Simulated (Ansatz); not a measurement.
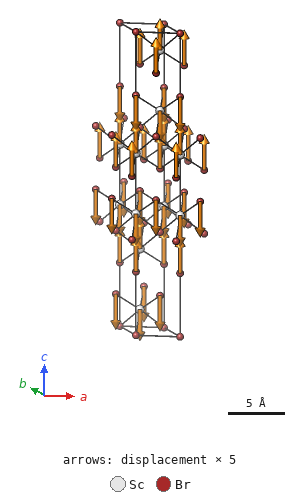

This is a relaxation of crystalline Sc2Br3 (built on the tetradymite_166 type) (coarse preliminary run). The starting structure is drawn; orange arrows show the displacements (the part carried along by the change of the cell is left out), magnified 5 times.

Style: ball-and-stick. Shown: the conventional cell (3 times the calculation's cell), slightly off an axis. Lengths and directions refer to the drawn axes.

Case: tetradymite type (R-3m, No. 166).

These are results of DFT PBE, scalar-relativistic, plane waves, PAW in Ansatz, not measurements.

Input file:
```yaml
crystal:
  lattice:
    - [2.0047793265, 1.1574598838, 9.293169114]
    - [-2.0047793265, 1.1574598838, 9.293169114]
    - [0.0, -2.3149197676, 9.293169114]
  atoms:
    - { symbol: Sc, position: [0.4, 0.4, 0.4] }
    - { symbol: Sc, position: [0.6, 0.6, 0.6] }
    - { symbol: Br, position: [0.0, 0.0, 0.0] }
    - { symbol: Br, position: [0.2095, 0.2095, 0.2095] }
    - { symbol: Br, position: [0.7905, 0.7905, 0.7905] }
basis:
  ecutwfc: 420
kpoints:
  mp_grid: { grid: [6, 6, 6] }
hamiltonian:
  xc: pbe
scf:
  occupations: { method: gaussian, width: 0.1 }
  lower_state_search: "off"
output:
  forces: true
  stress: true
  eigenvalues: true
relax:
  adjacent_minimum: "off"
  f_tol: 0.04
  max_steps: 70
  cell: { stress_tol: 0.4 }
```

Run as
```bash
ansatz run input.yaml --threads 1 --pin off --max-ram 2560MiB --backend cpu --events-out ev --progress --plain --runs-dir out
```

Question: What did the optimiser do to the structure, and how much energy did it gain?

Answer: The energy falls by 178 meV per atom in 5 accepted moves (6 points after the start). Largest force component: 1 eV/Å at the start, 0.027 eV/Å at the end. Pressure: −3.24 GPa at the start and −0.22 GPa at the end. The SCF was repeated once at an unchanged geometry on a basis and grid sized afresh for the cell, which shifted the energy by 0.1 meV per atom at most. The largest moves relative to the cell, 0.67 Å, are those of Br4 and Br5. Br5 goes along −c. By element the largest moves are Br 0.67 Å, Sc 0.59 Å. The drawn cell changes as follows: a = b 4.010 → 4.001 Å (−0.2 %), c 27.880 → 29.648 Å (+6.3 %); the volume changes by +5.9 %. Among the contacts that change: Br4–Br5 3.326 → 4.507 Å, Sc1–Br3 2.969 → 2.695 Å, Sc1–Br5 2.811 → 2.821 Å. Bond angles that change, for instance: Br3–Sc2–Br3 85.0° → 95.9°, Sc1–Br3–Sc2 95.0° → 84.1°, Sc1–Br3–Sc1 85.0° → 95.9°. The space group stays R-3m (No. 166). Cost: 50 s on 1 thread of Intel(R) Xeon(R) Platinum 8375C CPU @ 2.90GHz (Ice Lake), on a shared host, peak memory 0.48 GiB.

Limits of the set-up: an odd number of electrons was run without spin polarisation, which fails if the electron would localise.
